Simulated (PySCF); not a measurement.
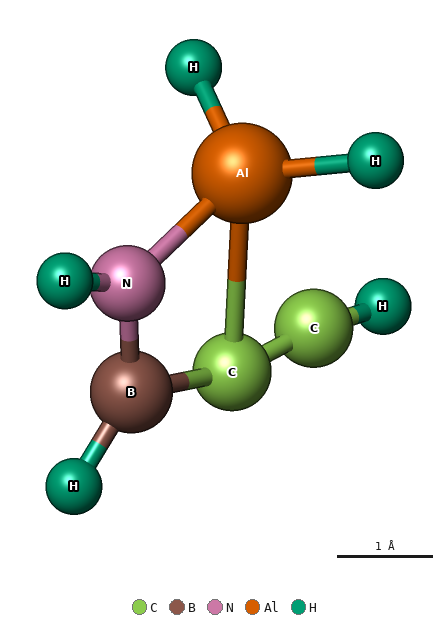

Fig. 1: The input geometry (ball-and-stick view, seen at a tilt). Sticks mark near contacts.

# Run report: C2H5AlBN, geometry relaxation

C2H5AlBN, computed with PBE0-D3(BJ)/def2-SVP geometry optimisation, gas phase (PySCF 2.14.0).

What the program printed:
```
step   0  E = -400.74340362  max force = 0.042180
step   1  E = -400.74804971  max force = 0.007106
step   2  E = -400.74353722  max force = 0.020355
step   3  E = -400.74724233  max force = 0.009611
step   4  E = -400.74804050  max force = 0.004016
step   5  E = -400.74821104  max force = 0.002339
step   6  E = -400.74828129  max force = 0.001788
step   7  E = -400.74828906  max force = 0.000577
step   8  E = -400.74829073  max force = 0.000994
step   9  E = -400.74829273  max force = 0.000182
optimisation converged
```

Trajectory as extended XYZ (Å, eV, eV/Å), 10 frames, from step=0 to step=9:
```
10
Properties=species:S:1:pos:R:3:forces:R:3 step=0 energy=-10904.78345
C     1.8170    0.4899    0.2488    0.1844   0.0139   0.0002
C     1.1161   -0.4883    0.0810    0.0304  -0.5568  -0.0493
B    -0.0782   -1.4506   -0.1416    0.9109   0.1595   0.1433
N    -1.2012   -0.6882   -0.2068   -2.1690  -0.7629  -0.3358
Al   -0.6907    1.0497    0.0008    0.2860   0.3221   0.6880
H     2.5753    1.2153    0.3911    0.3955   0.7056   0.1194
H     0.0491   -2.6126   -0.2216    0.0088  -0.8880  -0.0793
H    -2.0938   -1.1752   -0.3500    0.3625   0.4549   0.0802
H    -0.8702    1.7082    1.4209   -0.0592   0.0614   0.2087
H    -0.5729    1.9308   -1.2436    0.0497   0.4902  -0.7754
10
Properties=species:S:1:pos:R:3:forces:R:3 step=1 energy=-10904.90988
C     1.6507    0.0788   -0.1369    0.2064   0.2869   0.0386
C     0.9470   -0.9075   -0.3065   -0.0664  -0.0494  -0.0068
B    -0.2746   -1.8616   -0.5346   -0.2354  -0.0218  -0.0211
N    -1.4293   -1.0920   -0.6071    0.3654   0.1065   0.0355
Al   -0.8331    0.6762   -0.3767   -0.0540   0.0573  -0.1664
H     2.3515    0.8925    0.0126   -0.1768  -0.1781  -0.0281
H    -0.1677   -3.0612   -0.6220    0.0065   0.0347  -0.0006
H    -2.3351   -1.5173   -0.7525   -0.0761  -0.0406  -0.0099
H    -1.0399    1.3342    1.0588    0.0278  -0.0328  -0.0319
H    -0.7077    1.5975   -1.6893    0.0027  -0.1626   0.1905
10
Properties=species:S:1:pos:R:3:forces:R:3 step=2 energy=-10904.78709
C     1.5050    0.1555   -0.1443    0.2654  -0.2786   0.0023
C     0.8683   -0.8770   -0.3123    1.0467  -0.6199   0.0761
B    -0.2970   -1.8990   -0.5428   -0.1431   0.2607   0.0061
N    -1.4258   -1.1003   -0.6102   -0.2370  -0.1739  -0.0276
Al   -0.7254    0.6211   -0.3669   -0.5653   0.6130  -0.0770
H     2.1416    1.0120    0.0049   -0.0095   0.0415   0.0075
H    -0.1714   -3.0955   -0.6313    0.0155   0.0569   0.0041
H    -2.3516   -1.4857   -0.7558   -0.0166   0.0044  -0.0004
H    -0.8510    1.2870    1.0705   -0.1847   0.0469   0.0315
H    -0.5308    1.5214   -1.6658   -0.1713   0.0489  -0.0225
10
Properties=species:S:1:pos:R:3:forces:R:3 step=3 energy=-10904.88791
C     1.5734    0.1204   -0.1419    0.1105  -0.0415   0.0024
C     0.9056   -0.8920   -0.3100    0.4942  -0.2824   0.0387
B    -0.2870   -1.8824   -0.5387   -0.1615   0.0986  -0.0037
N    -1.4256   -1.0961   -0.6081   -0.0127  -0.0553  -0.0137
Al   -0.7700    0.6460   -0.3718   -0.2328   0.3209  -0.1006
H     2.2386    0.9572    0.0068   -0.0477  -0.0215  -0.0014
H    -0.1713   -3.0804   -0.6255    0.0152   0.0435   0.0012
H    -2.3435   -1.4989   -0.7535   -0.0238  -0.0069  -0.0006
H    -0.9437    1.3068    1.0648   -0.0662   0.0046  -0.0021
H    -0.6145    1.5590   -1.6762   -0.0753  -0.0601   0.0799
10
Properties=species:S:1:pos:R:3:forces:R:3 step=4 energy=-10904.90963
C     1.6133    0.0994   -0.1393    0.1102   0.0947   0.0125
C     0.9270   -0.9001   -0.3082    0.2065  -0.1265   0.0184
B    -0.2809   -1.8716   -0.5366   -0.1765   0.0180  -0.0113
N    -1.4271   -1.0942   -0.6075    0.1446   0.0332   0.0070
Al   -0.8018    0.6613   -0.3743   -0.1119   0.1771  -0.1314
H     2.2963    0.9242    0.0096   -0.0955  -0.0832  -0.0114
H    -0.1700   -3.0705   -0.6236    0.0120   0.0373   0.0002
H    -2.3391   -1.5086   -0.7529   -0.0402  -0.0187  -0.0036
H    -0.9933    1.3207    1.0617   -0.0155  -0.0164  -0.0186
H    -0.6622    1.5789   -1.6829   -0.0336  -0.1155   0.1383
10
Properties=species:S:1:pos:R:3:forces:R:3 step=5 energy=-10904.91427
C     1.6319    0.0884   -0.1382    0.0270   0.0524  -0.0003
C     0.9387   -0.9068   -0.3075    0.1096  -0.0355   0.0151
B    -0.2775   -1.8687   -0.5360   -0.1078   0.0038  -0.0047
N    -1.4227   -1.0908   -0.6069    0.0958   0.0395   0.0023
Al   -0.8175    0.6712   -0.3756   -0.0518   0.0887  -0.1121
H     2.3186    0.9078    0.0110   -0.0514  -0.0422  -0.0031
H    -0.1716   -3.0676   -0.6237    0.0064   0.0242  -0.0015
H    -2.3329   -1.5103   -0.7525   -0.0250  -0.0042  -0.0005
H    -1.0179    1.3299    1.0592    0.0062  -0.0211  -0.0155
H    -0.6872    1.5865   -1.6839   -0.0088  -0.1057   0.1203
10
Properties=species:S:1:pos:R:3:forces:R:3 step=6 energy=-10904.91618
C     1.6319    0.0874   -0.1363   -0.0920  -0.0808  -0.0222
C     0.9443   -0.9119   -0.3067    0.0658   0.0073   0.0120
B    -0.2784   -1.8685   -0.5372    0.0360  -0.0118   0.0042
N    -1.4179   -1.0866   -0.6078   -0.0848   0.0066  -0.0092
Al   -0.8194    0.6734   -0.3774    0.0000   0.0118   0.0023
H     2.3083    0.9103    0.0147    0.0532   0.0581   0.0157
H    -0.1766   -3.0663   -0.6275    0.0011  -0.0059  -0.0012
H    -2.3300   -1.5050   -0.7533    0.0232   0.0185   0.0043
H    -1.0131    1.3317    1.0559   -0.0047  -0.0059   0.0121
H    -0.6872    1.5750   -1.6786    0.0022   0.0022  -0.0180
10
Properties=species:S:1:pos:R:3:forces:R:3 step=7 energy=-10904.91639
C     1.6335    0.0861   -0.1357   -0.0013   0.0297  -0.0003
C     0.9470   -0.9135   -0.3060   -0.0154  -0.0202  -0.0012
B    -0.2788   -1.8670   -0.5367   -0.0103  -0.0076  -0.0033
N    -1.4200   -1.0853   -0.6085    0.0244   0.0065  -0.0025
Al   -0.8196    0.6742   -0.3792   -0.0052  -0.0007   0.0153
H     2.3111    0.9106    0.0165    0.0008  -0.0088   0.0025
H    -0.1778   -3.0651   -0.6269   -0.0001  -0.0035   0.0005
H    -2.3319   -1.5027   -0.7537    0.0020  -0.0007  -0.0007
H    -1.0164    1.3266    1.0568    0.0014   0.0021   0.0023
H    -0.6850    1.5756   -1.6805    0.0038   0.0031  -0.0128
10
Properties=species:S:1:pos:R:3:forces:R:3 step=8 energy=-10904.91644
C     1.6297    0.0853   -0.1353    0.0156   0.0511   0.0060
C     0.9461   -0.9162   -0.3059    0.0023  -0.0326   0.0022
B    -0.2788   -1.8703   -0.5372   -0.0056   0.0268  -0.0024
N    -1.4170   -1.0839   -0.6091    0.0117  -0.0153  -0.0023
Al   -0.8182    0.6761   -0.3781    0.0074  -0.0060   0.0046
H     2.3064    0.9111    0.0178   -0.0114  -0.0244  -0.0014
H    -0.1797   -3.0687   -0.6280   -0.0046   0.0036   0.0005
H    -2.3293   -1.4995   -0.7554   -0.0160  -0.0023  -0.0020
H    -1.0162    1.3292    1.0579    0.0003  -0.0008  -0.0032
H    -0.6812    1.5764   -1.6809    0.0001   0.0000  -0.0021
10
Properties=species:S:1:pos:R:3:forces:R:3 step=9 energy=-10904.91649
C     1.6291    0.0855   -0.1331   -0.0075   0.0080  -0.0007
C     0.9461   -0.9165   -0.3051    0.0094  -0.0066   0.0005
B    -0.2794   -1.8694   -0.5385   -0.0021   0.0064   0.0037
N    -1.4178   -1.0837   -0.6100   -0.0006  -0.0049  -0.0014
Al   -0.8171    0.6755   -0.3786    0.0053   0.0020   0.0008
H     2.3059    0.9101    0.0215    0.0015  -0.0053   0.0018
H    -0.1809   -3.0678   -0.6294   -0.0017   0.0010  -0.0012
H    -2.3306   -1.4990   -0.7560   -0.0021   0.0011  -0.0019
H    -1.0128    1.3296    1.0573   -0.0023  -0.0010  -0.0023
H    -0.6805    1.5751   -1.6821    0.0002  -0.0007   0.0007
```

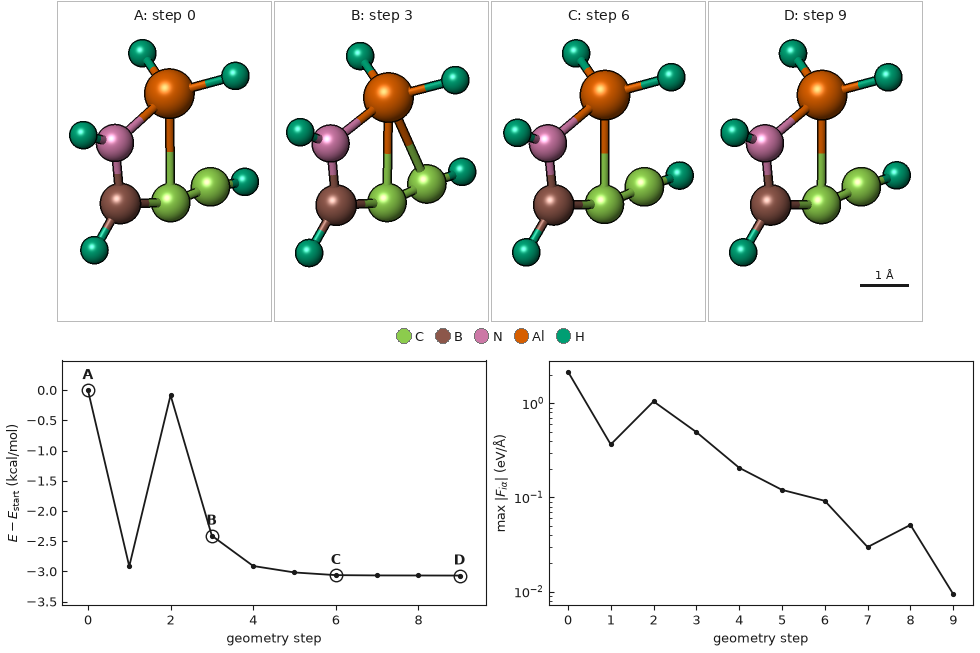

Fig. 2: Frames of the relaxation (ball-and-stick view, seen at a tilt) above the curves, on which the letters mark them (steps are counted from 0).

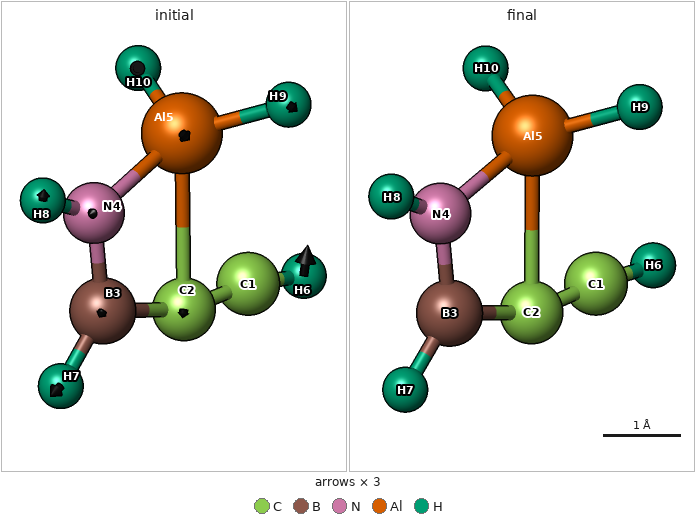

Fig. 3: Before (left) and after (right) the relaxation, at one scale (ball-and-stick view, seen at a tilt). The black arrows give the displacements, magnified 3 times. After 9 geometry steps the energy has fallen by 3.07 kcal/mol. The largest force component goes from 2.2 to 0.0094 eV/Å. H6 moves most after the best rigid fit: 0.14 Å. Largest moves by element: H 0.14 Å, Al 0.05 Å, C 0.04 Å, B 0.04 Å, N 0.03 Å. Among the contacts that change: Al5–H10 1.529 → 1.590 Å, N4–Al5 1.823 → 1.873 Å, B3–H7 1.172 → 1.206 Å, B3–N4 1.359 → 1.385 Å. Among the angles that change: C2–C1–H6 169.4° → 174.9°, B3–N4–H8 117.3° → 121.0°, C1–C2–Al5 85.5° → 82.5°. (Atoms are counted from 1 in the order of the input.)

The run was set up as follows.

Input:
```
{"job": {"xc": "PBE0", "basis": "def2-SVP", "d3": "d3bj", "grid": 1, "shake": 0.01, "kind": "geom"}, "charge": 0, "multiplicity": 1}
C      1.817020     0.489950     0.248810
C      1.116090    -0.488320     0.080960
B     -0.078240    -1.450620    -0.141640
N     -1.201170    -0.688160    -0.206760
Al    -0.690730     1.049690     0.000800
H      2.575330     1.215280     0.391060
H      0.049080    -2.612580    -0.221560
H     -2.093830    -1.175170    -0.350040
H     -0.870240     1.708150     1.420940
H     -0.572880     1.930840    -1.243620
```

The first line tells a small driver script what to run in PySCF; the rest is the geometry in Å.

Launch command:
```bash
OMP_NUM_THREADS=1 python <driver script> task.json out
```

Results in brief:

| quantity | value |
| --- | --- |
| outcome | converged |
| total energy | −400.748293 hartree |
| dipole moment | 0.59 D |
| point group | Cs |
| hardware | 1 CPU thread, shared host |
| wall time | 46 s |
| peak memory | 0.41 GiB |
